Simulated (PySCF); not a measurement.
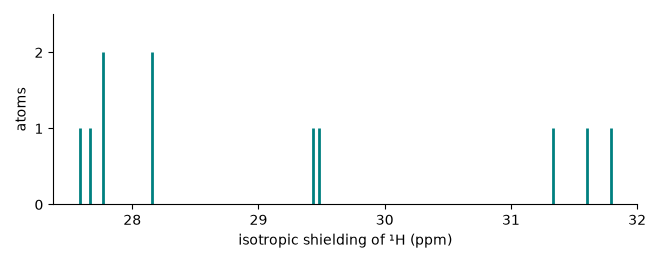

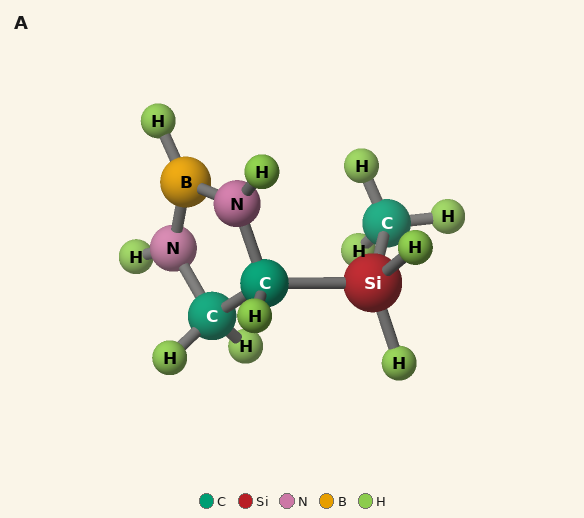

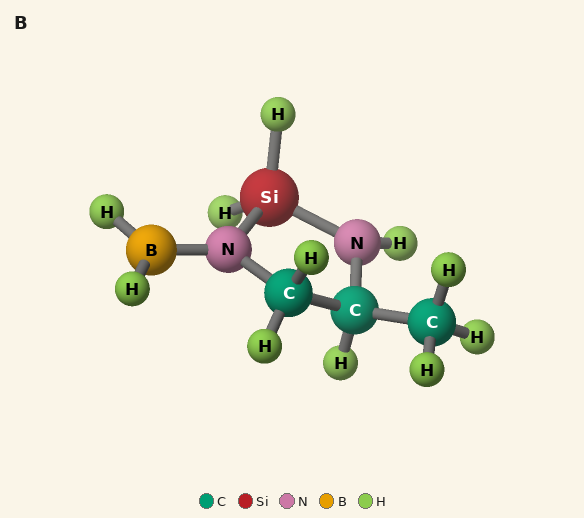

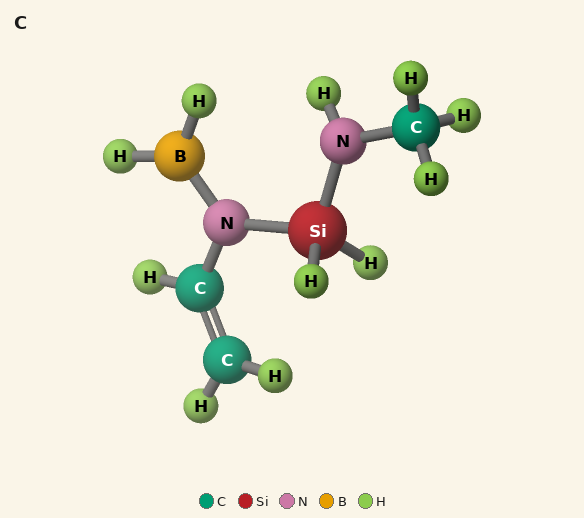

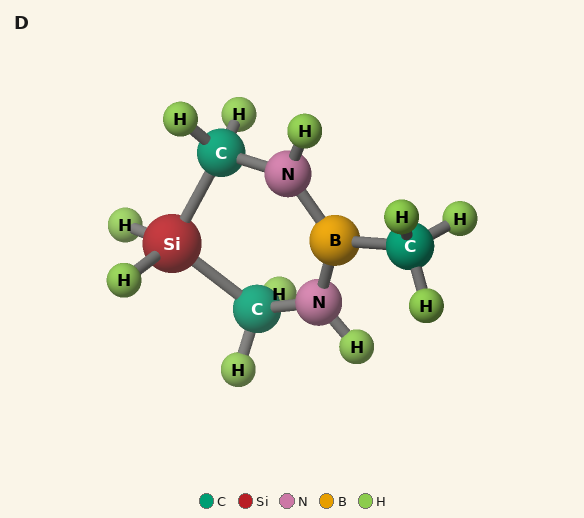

The sticks are computed shieldings of one of the molecules, for one fixed geometry (GFN2-xTB) without averaging over rotations. Low shielding means a high chemical shift. Method: GIAO PBE0/pcSseg-1 NMR shielding, non-relativistic, gas phase (PySCF 2.14.0).

> Match the spectrum to a structure.

A, `C[SiH2][C@@H]1CNBN1`. Its 11 H atoms give lines at 27.58, 27.66, 27.77 (2 atoms), 28.15 (2 atoms), 29.43, 29.48, 31.33, 31.60, 31.79 ppm.

The geometry is semi-empirical. Around B, Si such bond lengths and angles can be off by a tenth of an ångström or more and by several degrees, and values that hang on the shape move with them.
